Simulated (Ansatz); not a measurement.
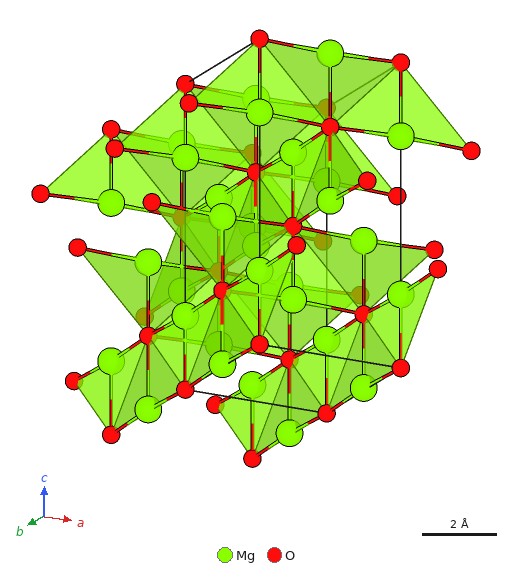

This is the input geometry for a relaxation of a crystal of Mg2O (built on the anatase_141 type). Style: polyhedral. Shown: the conventional cell (2 times the calculation's cell), repeated 1 × 2 × 1 with one cell outlined, from a free direction. Lengths and directions refer to the drawn axes.

Case: anti-anatase type (I4_1/amd, No. 141).

These are results of DFT PBE, scalar-relativistic, plane waves, PAW (Ansatz), not measurements.

Input file:
```yaml
crystal:
  lattice:
    - [-2.181046636, 2.181046636, 4.4078383335]
    - [2.181046636, -2.181046636, 4.4078383335]
    - [2.181046636, 2.181046636, -4.4078383335]
  atoms:
    - { symbol: Mg, position: [0.2409775391, 0.2409775391, 0.0] }
    - { symbol: Mg, position: [0.9909775391, 0.4909775391, 0.5] }
    - { symbol: Mg, position: [0.5090224609, 0.0090224609, 0.5] }
    - { symbol: Mg, position: [0.7590224609, 0.7590224609, 0.0] }
    - { symbol: O, position: [0.0, 0.0, 0.0] }
    - { symbol: O, position: [0.75, 0.25, 0.5] }
basis:
  ecutwfc: 420
kpoints:
  mp_grid: { grid: [12, 12, 12] }
hamiltonian:
  xc: pbe
scf:
  occupations: { method: gaussian, width: 0.1 }
output:
  forces: true
  stress: true
  eigenvalues: true
relax:
  adjacent_minimum: "off"
  f_tol: 0.01
  max_steps: 80
  cell: { stress_tol: 0.05 }
```

Command:
```bash
ansatz run input.yaml --threads 1 --pin off --max-ram 2560MiB --backend cpu --events-out ev --progress --plain --runs-dir out
```

What does the optimiser find from here?

Answer. Over 4 accepted moves (5 points after the start) the energy falls by 0.2 meV per atom. The largest force component goes from 0.011 to under 0.0001 eV/Å. Pressure: 0.01 GPa at the start and 0.00 GPa at the end. The SCF was repeated once at an unchanged geometry on a basis and grid sized afresh for the cell, which shifted the energy by less than 0.05 meV per atom at most. The largest moves relative to the cell, 0.005 Å, are those of Mg1, Mg2, Mg3 and Mg4. Mg3 goes along −c. O stays in place. The drawn cell changes at constant volume: a = b 4.362 → 4.374 Å (+0.3 %), c 8.816 → 8.764 Å (−0.6 %). Among the contacts that change: Mg1–O5 2.124 → 2.117 Å, Mg1–O6 2.182 → 2.188 Å. The space group stays I4_1/amd (No. 141).

The structure at the end:

```
Mg O
1.0
    -2.18700    2.18700    4.38201
     2.18700   -2.18700    4.38201
     2.18700    2.18700   -4.38201
Mg O
4 2
Direct
  0.24158 0.24158 0.00000
  0.99158 0.49158 0.50000
  0.50842 0.00842 0.50000
  0.75842 0.75842 0.00000
  0.00000 0.00000 0.00000
  0.75000 0.25000 0.50000
```
